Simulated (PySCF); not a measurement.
# AlH2ClF− (SMILES [F][AlH2-][Cl]): levels of theory compared

We compute a comparison of 6 runs (B3LYP/STO-6G, PBE0/STO-6G, SVWN5/STO-6G, CCSDT/STO-6G, QCISD(T)/STO-6G, CCSD(T)/STO-6G) of AlH2ClF−. Input form: a Python script.

Program for the calculation: PySCF 2.14.0.

6 further runs of the same task are left out: 6 set aside as unsound or not needed.

## 1. The structure to begin with

AlH2ClF− has 5 atoms, charge -1, and is taken as a singlet. As SMILES, `[F][AlH2-][Cl]`. The Al2–H4 distance was set to 1.902 Å, away from the relaxed value.

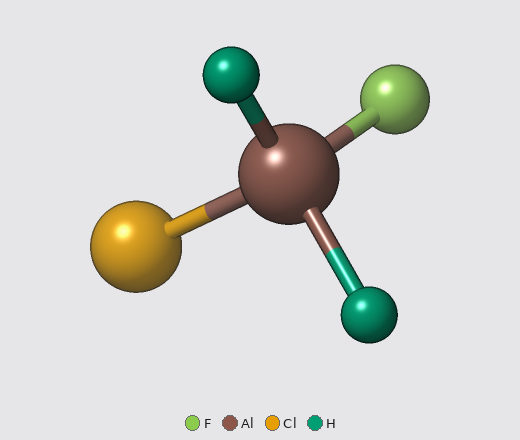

The structure, seen from a chosen angle (fluorine green, aluminium brown, chlorine amber, hydrogen teal).

## 2. The energy at B3LYP/STO-6G (run 1)

run.py reads:

```python
from pyscf import gto, dft

mol = gto.M(
    atom=[
    ('F', (-1.064136, 0.270976, 1.472023)),
    ('Al', (0.042194, 0.219126, 0.190933)),
    ('Cl', (1.783014, -0.836124, 0.754643)),
    ('H', (-0.732650, -0.721820, -1.269020)),
    ('H', (0.488114, 1.695116, -0.175317)),
],
    spin=0,
    max_memory=1860,
    basis='sto-6g',
    charge=-1,
    verbose=4,
)

myscf = dft.RKS(mol)
myscf.xc = 'b3lyp'
myscf.conv_tol = 1e-10
myscf.grids.level = 5
myscf.kernel()
if not myscf.converged:
    myscf = myscf.newton().run(myscf.mo_coeff, myscf.mo_occ)

e_final = myscf.e_tot
print(f'total energy: {e_final:.8f} hartree')
```

Run with:

```bash
OMP_NUM_THREADS=1 python run.py
```

The program printed:

```text
PySCF version 2.14.0

[... 71 lines left out ...]
converged SCF energy = -800.646596190302
total energy: -800.64659619 hartree
```

Wall time 5.1 s (1 thread of Arm Neoverse V1, shared host); peak memory 0.22 GiB.

## 3. A single-point energy at PBE0/STO-6G (run 2)

job.py reads:

```python
from pyscf import gto, dft

molecule = gto.M(
    atom='''
F     -2.010926     0.512070     2.781720
Al     0.079735     0.414088     0.360811
Cl     3.369408    -1.580045     1.426069
H     -1.384508    -1.364042    -2.398100
H      0.922402     3.203305    -0.331301
''',
    verbose=4,
    basis='sto-6g',
    charge=-1,
    unit='bohr',
    max_memory=1860,
)

myscf = dft.RKS(molecule)
myscf.xc = 'pbe0'
myscf.conv_tol = 1e-10
myscf.grids.level = 5
myscf.kernel()
if not myscf.converged:
    myscf = myscf.newton().run(myscf.mo_coeff, myscf.mo_occ)

e_final = myscf.e_tot
print('E(%s) = %.9f' % ('PBE0', e_final))
```

Run with:

```bash
OMP_NUM_THREADS=1 python job.py
```

The program printed:

```text
PySCF version 2.14.0

[... 70 lines left out ...]
converged SCF energy = -800.306711468577
E(PBE0) = -800.306711469
```

Run time: 4.8 s. Hardware: 1 thread of Arm Neoverse V1, shared host; peak memory 0.22 GiB.

Run 3 isn't shown in full; the table further down has it.

## 4. A single-point energy at CCSDT/STO-6G (run 4)

run.py reads:

```python
from pyscf import gto, cc

mol = gto.M(
    atom='''
F     -2.010926     0.512070     2.781720
Al     0.079735     0.414088     0.360811
Cl     3.369408    -1.580045     1.426069
H     -1.384508    -1.364042    -2.398100
H      0.922402     3.203305    -0.331301
''',
    max_memory=1860,
    unit='bohr',
    basis='sto-6g',
    verbose=4,
    charge=-1,
)

calc0 = mol.RHF()
calc0.conv_tol = 1e-10
calc0.kernel()
if not calc0.converged:
    calc0 = calc0.newton().run(calc0.mo_coeff, calc0.mo_occ)

mycc = cc.CCSDT(calc0, frozen=11)
mycc.kernel()
energy = mycc.e_tot
print('E = %.10f Eh' % energy)
```

Run with:

```bash
OMP_NUM_THREADS=1 python run.py
```

The program printed:

```text
PySCF version 2.14.0

[... 55 lines left out ...]
converged SCF energy = -799.094210628399
[... 16 lines left out ...]
WARN: A large `blksize` is being used, which may cause large memory consumption
[... 12 lines left out ...]
Init t2, MP2 energy = -799.141130268216  E_corr(MP2) -0.046919639817
[... 13 lines left out ...]
RCCSDT converged
[... 3 lines left out ...]
E = -799.1593590613 Eh
```

It took 2 s on 1 thread of Arm Neoverse V1, shared host; peak memory 0.12 GiB.

Run 5 isn't shown in full; the table further down has it.

## 5. The energy at CCSD(T)/STO-6G (run 6)

calc.py reads:

```python
from pyscf import gto, cc

mol = gto.M(
    atom='''
F     -2.010926     0.512070     2.781720
Al     0.079735     0.414088     0.360811
Cl     3.369408    -1.580045     1.426069
H     -1.384508    -1.364042    -2.398100
H      0.922402     3.203305    -0.331301
''',
    verbose=4,
    max_memory=1860,
    basis='sto-6g',
    unit='bohr',
    charge=-1,
)

mf = mol.RHF()
mf.conv_tol = 1e-10
mf.kernel()
if not mf.converged:
    mf = mf.newton().run(mf.mo_coeff, mf.mo_occ)

mycc = cc.CCSD(mf, frozen=11)
mycc.kernel()
e_t = mycc.ccsd_t()
etot = mycc.e_tot + e_t
print('Final energy', etot)
```

Run with:

```bash
OMP_NUM_THREADS=1 python calc.py
```

The program printed:

```text
PySCF version 2.14.0

[... 55 lines left out ...]
converged SCF energy = -799.094210628399
[... 12 lines left out ...]
Init t2, MP2 energy = -799.141130268216  E_corr(MP2) -0.0469196398163407
[... 10 lines left out ...]
CCSD converged
[... 2 lines left out ...]
Final energy -799.1591052630118
```

Wall time 1.4 s (1 thread of Arm Neoverse V1, shared host); peak memory 0.12 GiB.

## 6. All runs side by side

```csv
run,level,integration grid,frozen core orbitals,energy (Eh),HOMO energy (eV),LUMO energy (eV),HOMO–LUMO gap (eV),wall time
1,B3LYP/STO-6G,5,–,-800.646596,2.89,12.98,10.09,5.1 s
2,PBE0/STO-6G,5,–,-800.306711,2.61,13.32,10.71,4.8 s
3,SVWN5/STO-6G,5,–,-797.311541,4.69,12.31,7.62,3.6 s
4,CCSDT/STO-6G,–,11,-799.159359,-1.46,17.67,19.13,2 s
5,QCISD(T)/STO-6G,–,11,-799.159358,-1.46,17.67,19.13,1.2 s
6,CCSD(T)/STO-6G,–,11,-799.159105,-1.46,17.67,19.13,1.4 s
```

## 7. Outcome

| quantity | value |
| --- | --- |
| run 6: total energy | -799.15911 Eh |
| run 6: HOMO energy (Hartree–Fock orbitals) | -1.46 eV |
| run 6: LUMO energy (Hartree–Fock orbitals) | 17.67 eV |
| run 6: HOMO–LUMO gap (to an unbound level, set by the basis) | 19.13 eV |
| run 6: correlation energy (11 core orbitals frozen) | -64.9 mEh |
| run 6: (T) correction | -1.64 mEh |
| run 6: T1 diagnostic | 0.009 |

**Reading.** Over runs 1, 2, 3 the HOMO–LUMO gap runs from 7.62 eV (SVWN5/STO-6G) to 10.71 eV (PBE0/STO-6G). The empty levels of an anion lie above zero and hang on the basis. Totals of different functionals can't be ranked against each other. In runs 1, 2, 3 the HOMO lies above zero, so the outermost electron may be held by the basis alone. In runs 1, 2, 3, 4, 5, 6 the basis is minimal, so the values are rough. All runs together took 18 s, the longest 5.1 s.
